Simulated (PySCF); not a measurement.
## Geometry relaxation of C2H11NSi2

C2H11NSi2, computed with PBE0-D3(BJ)/def2-SVP geometry optimisation, gas phase (PySCF 2.14.0).

It belongs to a series of runs on one base structure; here: constitutional isomer.

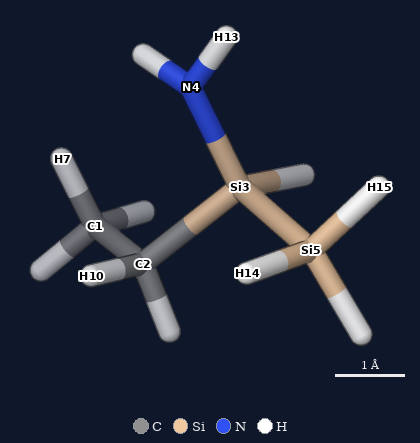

*The input geometry (stick view, seen at a tilt; atoms are numbered from 1 in the order of the input).*

Bond lengths as drawn: C–C 1.50 Å, C–H 1.08 to 1.11 Å, C–Si 1.91 Å, H–N 1.00 to 1.04 Å, H–Si 1.45 to 1.48 Å, N–Si 1.71 Å and Si–Si 2.32 Å.

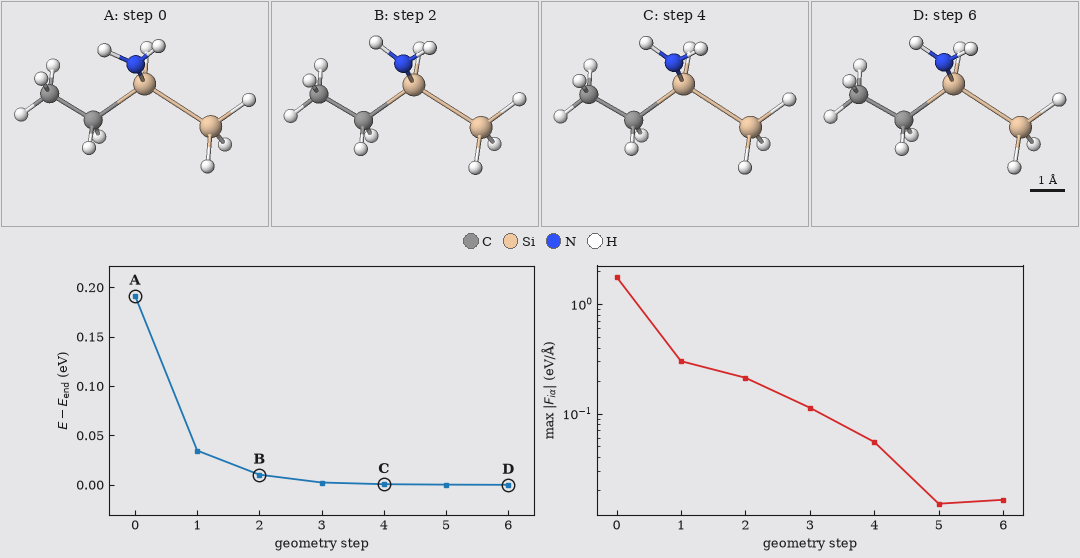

*Frames of the relaxation (ball-and-stick view, seen at a tilt) above the curves, on which the letters mark them (steps are counted from 0).*

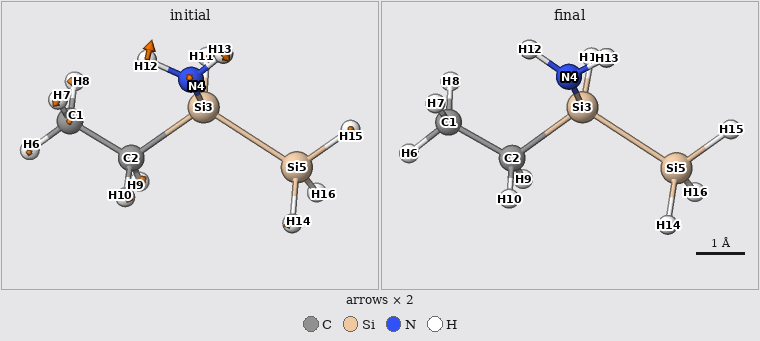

*Before (left) and after (right) the relaxation, at one scale (ball-and-stick view, seen at a tilt). The orange arrows give the displacements, magnified 2 times.*

The energy falls by 0.192 eV in 6 geometry steps. Largest force component: 1.8 eV/Å at the start, 0.016 eV/Å at the end. The atom that moves furthest after the best rigid fit is H12 (0.22 Å). Largest moves by element: H 0.22 Å, N 0.08 Å, C 0.05 Å, Si 0.03 Å. Among the contacts that change: Si5–H16 1.449 → 1.498 Å, Si5–H15 1.457 → 1.499 Å, Si3–H11 1.469 → 1.509 Å, Si3–N4 1.710 → 1.742 Å. Among the angles that change: Si5–Si3–H11 112.7° → 107.8°, Si3–N4–H13 122.8° → 118.2°, H12–N4–H13 106.3° → 109.4°. (Atoms are counted from 1 in the order of the input.)

The input that produced these results follows, with the program's output.

**Input**
```
{"job": {"xc": "PBE0", "basis": "def2-SVP", "d3": "d3bj", "grid": 1, "shake": 0.01, "kind": "geom"}, "charge": 0, "multiplicity": 1}
C     -1.974360    -1.209310     0.490250
C     -0.521780    -0.918640     0.730500
Si     0.283320     0.175720    -0.607210
N     -0.467680     1.708920    -0.517330
Si     2.529360     0.573360    -0.184560
H     -2.408110    -1.840990     1.245930
H     -2.555260    -0.259260     0.505510
H     -2.128370    -1.647500    -0.489430
H      0.007590    -1.864430     0.799180
H     -0.401440    -0.452810     1.723540
H      0.061640    -0.524330    -1.879490
H     -1.502160     1.738800    -0.477260
H     -0.186940     2.482280    -1.081180
H      2.798020     1.134210     1.161110
H      3.102200     1.522270    -1.130230
H      3.344930    -0.620670    -0.278570
```

The first line tells a small driver script what to run in PySCF; the rest is the geometry in Å.

Run as:
```bash
OMP_NUM_THREADS=1 python <driver script> task.json out
```

**Output**
```
step   0  E = -715.90410436  max force = 0.034419
step   1  E = -715.90986760  max force = 0.005850
step   2  E = -715.91076534  max force = 0.004124
step   3  E = -715.91105631  max force = 0.002197
step   4  E = -715.91111951  max force = 0.001069
step   5  E = -715.91113507  max force = 0.000292
step   6  E = -715.91114263  max force = 0.000317
optimisation converged
```

**Trajectory as extended XYZ (Å, eV, eV/Å), 7 frames, from step=0 to step=6**
```
16
Properties=species:S:1:pos:R:3:forces:R:3 step=0 energy=-19480.74294
C    -1.9744   -1.2093    0.4903   -0.4528   1.4199  -0.3775
C    -0.5218   -0.9186    0.7305    0.4640   0.4157   0.2040
Si    0.2833    0.1757   -0.6072   -0.0957  -0.5532   0.9012
N    -0.4677    1.7089   -0.5173   -1.7699   0.4387   0.4690
Si    2.5294    0.5734   -0.1846   -0.2116   0.1303   0.3173
H    -2.4081   -1.8410    1.2459   -0.3190  -0.6177   0.5554
H    -2.5553   -0.2593    0.5055    0.0185  -0.3284  -0.0160
H    -2.1284   -1.6475   -0.4894   -0.2001  -0.3934  -0.4803
H     0.0076   -1.8644    0.7992    0.5221  -0.4815  -0.0760
H    -0.4014   -0.4528    1.7235    0.1416   0.1522  -0.0658
H     0.0616   -0.5243   -1.8795    0.0913  -0.3888  -0.6354
H    -1.5022    1.7388   -0.4773    0.7934  -0.1532   0.0706
H    -0.1869    2.4823   -1.0812    0.5080   0.5648  -0.4699
H     2.7980    1.1342    1.1611   -0.1692   0.1159   0.3079
H     3.1022    1.5223   -1.1302    0.2115   0.5696  -0.5975
H     3.3449   -0.6207   -0.2786    0.4679  -0.8909  -0.1069
16
Properties=species:S:1:pos:R:3:forces:R:3 step=1 energy=-19480.89976
C    -2.0014   -1.1976    0.4648   -0.0661  -0.0342   0.0307
C    -0.5263   -0.9128    0.7343    0.0639  -0.0790   0.0425
Si    0.2920    0.2103   -0.5444    0.0338  -0.2571  -0.0593
N    -0.5449    1.7485   -0.5143   -0.0452  -0.1599  -0.2120
Si    2.5548    0.5956   -0.0818    0.0339   0.0338   0.0312
H    -2.4339   -1.8759    1.2218    0.0592   0.0250  -0.0912
H    -2.6016   -0.2760    0.4955   -0.0197   0.0722  -0.0054
H    -2.1568   -1.6563   -0.5258    0.0095  -0.0274   0.0354
H     0.0422   -1.8595    0.7779    0.0068   0.0338  -0.0542
H    -0.4068   -0.4473    1.7266    0.0291   0.0556   0.0140
H     0.2178   -0.5141   -1.8763    0.0007   0.0893   0.1028
H    -1.4977    1.6317   -0.8452   -0.3008   0.0891   0.1112
H    -0.1492    2.4841   -1.0897    0.2133   0.1277   0.0126
H     2.6949    1.1444    1.3045    0.0604   0.0086  -0.0091
H     3.1236    1.5915   -1.0497   -0.0100  -0.0126   0.0434
H     3.3731   -0.6581   -0.1840   -0.0688   0.0352   0.0076
16
Properties=species:S:1:pos:R:3:forces:R:3 step=2 energy=-19480.92419
C    -1.9977   -1.2013    0.4652   -0.0267   0.0274   0.0145
C    -0.5214   -0.9170    0.7314    0.0238  -0.0308   0.0605
Si    0.2871    0.1962   -0.5556   -0.0732   0.0592  -0.0367
N    -0.5484    1.7391   -0.5411   -0.0925  -0.1163  -0.2121
Si    2.5474    0.5965   -0.0788   -0.0188   0.0511   0.0263
H    -2.4260   -1.8769    1.2229    0.0023  -0.0064  -0.0108
H    -2.5975   -0.2765    0.4897    0.0154  -0.0082  -0.0046
H    -2.1523   -1.6698   -0.5202    0.0040  -0.0085   0.0041
H     0.0513   -1.8603    0.7740   -0.0040   0.0011  -0.0275
H    -0.3952   -0.4397    1.7186    0.0095   0.0106  -0.0121
H     0.2167   -0.5288   -1.8789    0.0186   0.0071   0.0150
H    -1.5306    1.6763   -0.8131    0.1031   0.0691   0.1072
H    -0.1299    2.4928   -1.0823    0.0262  -0.0473   0.0744
H     2.6994    1.1532    1.3031    0.0235   0.0002  -0.0065
H     3.1218    1.5848   -1.0478    0.0061   0.0065   0.0097
H     3.3552   -0.6603   -0.1728   -0.0176  -0.0148  -0.0013
16
Properties=species:S:1:pos:R:3:forces:R:3 step=3 energy=-19480.93211
C    -1.9968   -1.2074    0.4712    0.0104   0.0128   0.0027
C    -0.5187   -0.9219    0.7280    0.0049  -0.0003   0.0156
Si    0.2798    0.1877   -0.5687   -0.0645   0.1130   0.0162
N    -0.5449    1.7320   -0.5639    0.0418  -0.0798  -0.0829
Si    2.5356    0.6038   -0.0781   -0.0193   0.0171   0.0053
H    -2.4207   -1.8818    1.2314   -0.0104  -0.0070   0.0168
H    -2.5952   -0.2821    0.4938    0.0012  -0.0097  -0.0032
H    -2.1544   -1.6814   -0.5109   -0.0021   0.0023  -0.0057
H     0.0563   -1.8637    0.7659   -0.0044  -0.0072  -0.0082
H    -0.3842   -0.4377    1.7107    0.0047  -0.0080  -0.0056
H     0.2186   -0.5412   -1.8873    0.0158  -0.0247  -0.0130
H    -1.5364    1.7169   -0.7913    0.0224   0.0230   0.0290
H    -0.1056    2.4920   -1.0765   -0.0154  -0.0209   0.0393
H     2.6937    1.1634    1.3017   -0.0027  -0.0025   0.0005
H     3.1179    1.5883   -1.0456    0.0070   0.0062  -0.0031
H     3.3347   -0.6585   -0.1663    0.0106  -0.0145  -0.0036
16
Properties=species:S:1:pos:R:3:forces:R:3 step=4 energy=-19480.93383
C    -1.9965   -1.2105    0.4772    0.0114  -0.0040   0.0035
C    -0.5168   -0.9249    0.7244   -0.0049   0.0103  -0.0106
Si    0.2757    0.1845   -0.5776   -0.0275   0.0550   0.0194
N    -0.5416    1.7277   -0.5782    0.0329  -0.0379  -0.0295
Si    2.5286    0.6082   -0.0793   -0.0013  -0.0092  -0.0066
H    -2.4166   -1.8840    1.2409   -0.0032   0.0022   0.0078
H    -2.5948   -0.2854    0.5012   -0.0038  -0.0009  -0.0009
H    -2.1599   -1.6859   -0.5034   -0.0017   0.0026  -0.0016
H     0.0583   -1.8668    0.7576   -0.0025  -0.0039  -0.0034
H    -0.3756   -0.4398    1.7054    0.0045  -0.0101   0.0052
H     0.2224   -0.5512   -1.8935    0.0066  -0.0156  -0.0019
H    -1.5371    1.7377   -0.7814   -0.0003   0.0015   0.0059
H    -0.0935    2.4934   -1.0718   -0.0126   0.0080   0.0127
H     2.6832    1.1683    1.3006   -0.0081  -0.0020   0.0035
H     3.1162    1.5926   -1.0443    0.0017   0.0012  -0.0012
H     3.3278   -0.6556   -0.1635    0.0090   0.0028  -0.0025
16
Properties=species:S:1:pos:R:3:forces:R:3 step=5 energy=-19480.93425
C    -1.9963   -1.2105    0.4815    0.0032  -0.0034   0.0034
C    -0.5152   -0.9265    0.7215   -0.0065   0.0128  -0.0076
Si    0.2744    0.1833   -0.5822   -0.0025   0.0112   0.0104
N    -0.5411    1.7247   -0.5864    0.0150  -0.0055  -0.0130
Si    2.5262    0.6096   -0.0808    0.0040  -0.0107  -0.0052
H    -2.4136   -1.8833    1.2476    0.0004   0.0033   0.0013
H    -2.5939   -0.2850    0.5085   -0.0016   0.0012   0.0000
H    -2.1653   -1.6852   -0.4985   -0.0005  -0.0001   0.0006
H     0.0589   -1.8692    0.7503   -0.0011  -0.0023  -0.0037
H    -0.3689   -0.4435    1.7028    0.0044  -0.0091   0.0053
H     0.2253   -0.5577   -1.8960    0.0006  -0.0058   0.0029
H    -1.5382    1.7426   -0.7786   -0.0066  -0.0062   0.0001
H    -0.0923    2.4960   -1.0695   -0.0064   0.0094   0.0046
H     2.6747    1.1691    1.3002   -0.0054  -0.0017   0.0023
H     3.1155    1.5959   -1.0430   -0.0010   0.0007   0.0005
H     3.3294   -0.6521   -0.1632    0.0039   0.0061  -0.0018
16
Properties=species:S:1:pos:R:3:forces:R:3 step=6 energy=-19480.93446
C    -1.9960   -1.2084    0.4862   -0.0033   0.0014   0.0017
C    -0.5131   -0.9281    0.7188   -0.0042   0.0092   0.0014
Si    0.2745    0.1820   -0.5859    0.0117  -0.0163  -0.0004
N    -0.5422    1.7210   -0.5933   -0.0031   0.0145  -0.0025
Si    2.5254    0.6107   -0.0824    0.0036  -0.0033  -0.0009
H    -2.4109   -1.8807    1.2542    0.0018   0.0015  -0.0019
H    -2.5915   -0.2817    0.5173    0.0009   0.0015   0.0002
H    -2.1716   -1.6815   -0.4935    0.0005  -0.0021   0.0017
H     0.0588   -1.8724    0.7421   -0.0010  -0.0015  -0.0048
H    -0.3608   -0.4494    1.7013    0.0042  -0.0058   0.0030
H     0.2278   -0.5634   -1.8975   -0.0023   0.0007   0.0039
H    -1.5405    1.7401   -0.7788   -0.0048  -0.0075  -0.0018
H    -0.0959    2.4984   -1.0686   -0.0003   0.0040  -0.0001
H     2.6670    1.1683    1.3002   -0.0008  -0.0014   0.0006
H     3.1142    1.6008   -1.0412   -0.0023   0.0013   0.0015
H     3.3345   -0.6472   -0.1647   -0.0007   0.0038  -0.0017
```

**Results in brief**

```json
{"quantity": "outcome", "value": "converged"}
{"quantity": "total energy", "value": "−715.911143 hartree"}
{"quantity": "dipole moment", "value": "1.49 D"}
{"quantity": "point group", "value": "C1"}
{"quantity": "hardware", "value": "1 CPU thread, shared host"}
{"quantity": "wall time", "value": "84 s"}
{"quantity": "peak memory", "value": "0.52 GiB"}
```
